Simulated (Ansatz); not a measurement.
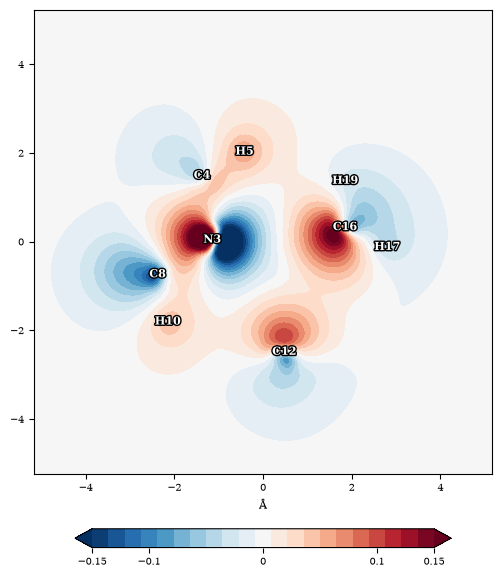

The picture shows: C4H13NSi. The HOMO on the plane of atoms N3, C4 and H5 (values in Å⁻³ᐟ²; the overall sign is arbitrary).

Method: RKS B3LYP-D4/6-31G (Ansatz 0.2.0).

```xyz
19

Si   -0.0045   -0.0631   -0.0592
H    -0.0231   -0.2123    1.4555
N     1.6521    0.0023   -0.7236
C     2.4874   -1.1935   -0.8210
H     1.8708   -2.0973   -0.8244
H     3.0653   -1.1820   -1.7580
H     3.2087   -1.2769    0.0120
C     2.4060    1.2494   -0.8333
H     2.9855    1.2637   -1.7693
H     1.7315    2.1097   -0.8489
H     3.1197    1.3903   -0.0015
C    -0.9196    1.5522   -0.4982
H    -1.9676    1.4737   -0.1874
H    -0.4873    2.4239    0.0034
H    -0.8938    1.7257   -1.5794
C    -0.9248   -1.5661   -0.7915
H    -1.9524   -1.5923   -0.4090
H    -0.9625   -1.4924   -1.8842
H    -0.4466   -2.5153   -0.5272
```

Describe this orbital and give its energy.

It lies mainly on N3 (about 55 %), C8 (about 5 %) and C4 (about 5 %). Its energy is −5.32 eV.
